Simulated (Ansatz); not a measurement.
**H5NOSi···HF: density, localisation and related maps**

Input

```
crystal:
  periodic: [false, false, false]
  atoms:
    - { symbol: Si, position_ang: [-0.609146, 0.33658, -0.653262] }
    - { symbol: "N", position_ang: [0.142235, -1.237864, -0.227956] }
    - { symbol: H, position_ang: [-1.058971, 0.387704, -2.070479] }
    - { symbol: H, position_ang: [-1.775642, 0.441831, 0.264831] }
    - { symbol: O, position_ang: [0.500946, 1.557352, -0.526798] }
    - { symbol: H, position_ang: [0.905062, -0.190102, 1.677537] }
    - { symbol: F, position_ang: [0.722371, 0.645583, 2.007859] }
    - { symbol: H, position_ang: [-0.500343, -1.987779, 0.022692] }
    - { symbol: H, position_ang: [0.840316, -1.601512, -0.874405] }
    - { symbol: H, position_ang: [0.833174, 1.648107, 0.37998] }
basis:
  gaussian: { orbitals: def2-SVP }
hamiltonian:
  xc: b3lyp
relax:
  f_tol: 0.03
  max_steps: 50
output:
  orbitals: {}
```

Command:

```sh
ansatz run input.yaml --threads 2 --pin off --max-ram 3072MiB --backend cpu --events-out ev --progress --plain --runs-dir out
```

The fields are those of the run's last geometry, not of the input's.

Theory: RKS B3LYP/def2-SVP (Ansatz 0.2.0).

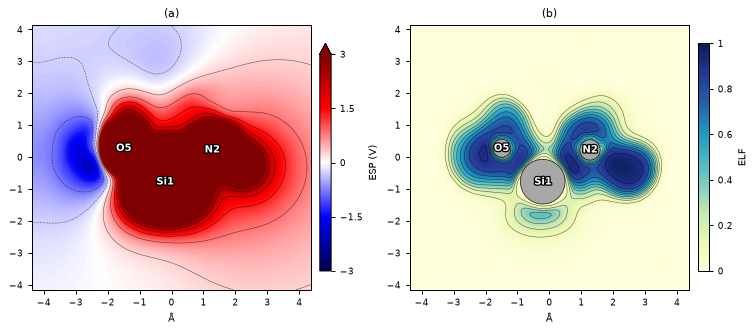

Figure 1. (a) molecular electrostatic potential; (b) ELF on the plane of atoms N2, Si1 and O5. Grey discs cover the atomic cores in the ELF map.

Read the bonding off the picture.

Answer. Atoms in the plane: Si, N and O.
Si–O (1.65 Å): the ELF peaks at about 0.85 between the atoms; a polar covalent bond.
Si–N (1.78 Å): the ELF peaks at about 0.95 between the atoms; a shared but strongly polarised pair.
The ELF also peaks beside O5, away from the bonds: lone-pair regions.
Outside the dense part of the complex the potential is most negative (−2.0 V) near O5.

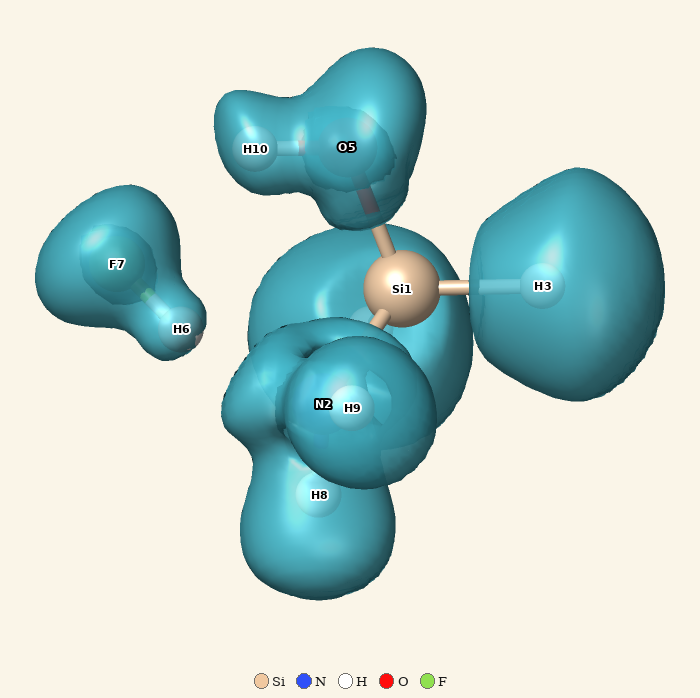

Figure 2. Isosurface of the electron localisation function at 0.75 (cyan), seen at an oblique angle. Only the valence region is drawn (cores and ρ < 0.01 e/Å³ removed).

What do the ELF domains correspond to?

Answer. The surface consists of two regions around hydrogen nuclei, one joined region spread over several atoms (F, H), in which their bonds and any lone pairs are merged, one joined region spread over several atoms (H, N), in which their bonds and any lone pairs are merged and one joined region spread over several atoms (H, O), in which their bonds and any lone pairs are merged.


N2···H6 (1.68 Å): the ELF dips to about 0.25 between them (by its geometry a hydrogen bond between the two molecules, with no shared pair).

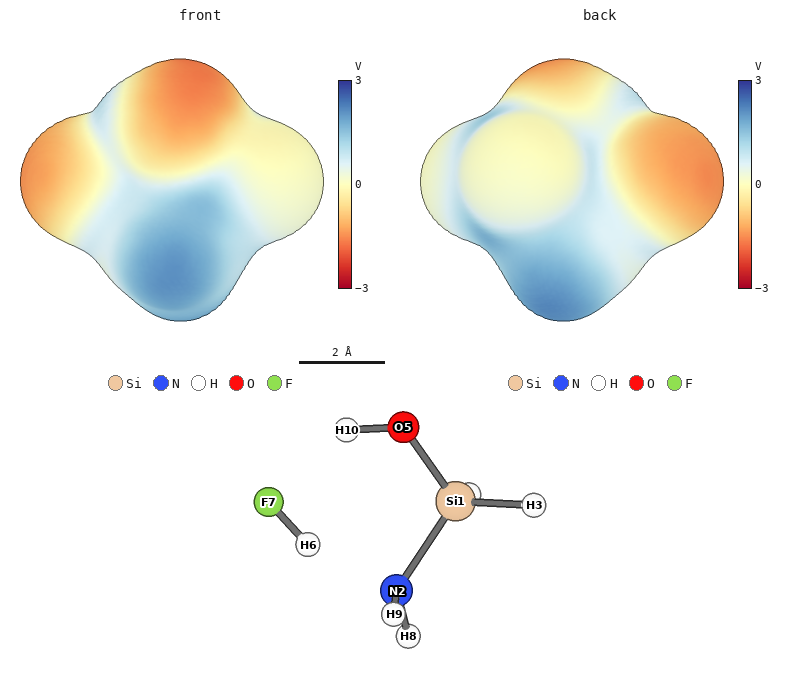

Figure 3. The molecular electrostatic potential painted on the density surface at 0.002 e/bohr³, seen from the front and from behind; the colour scale runs from red (negative) to blue (positive). The bare structure is drawn below in the same view.

Describe the electrostatic potential map.

Answer. The most negative region (about −1.6 V) lies over O5, the most positive (about +2.1 V) over H8 and H9. O5 is the likeliest acceptor of a hydrogen bond.

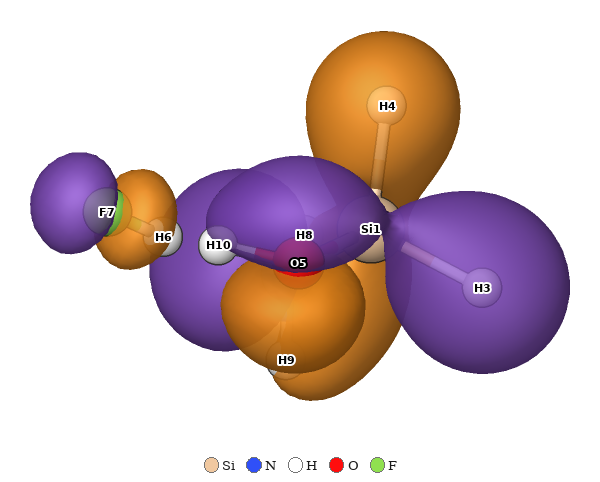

Figure 4. The HOMO at ±0.08 Å⁻³ᐟ² (orange and purple are the two phases), seen from one side.

What is the character of this orbital?

Answer. It lies mainly on N2 (about 30 %), O5 (about 20 %), Si1 (about 15 %), H3 (about 10 %) and H4 (about 5 %). Its energy is −8.28 eV.
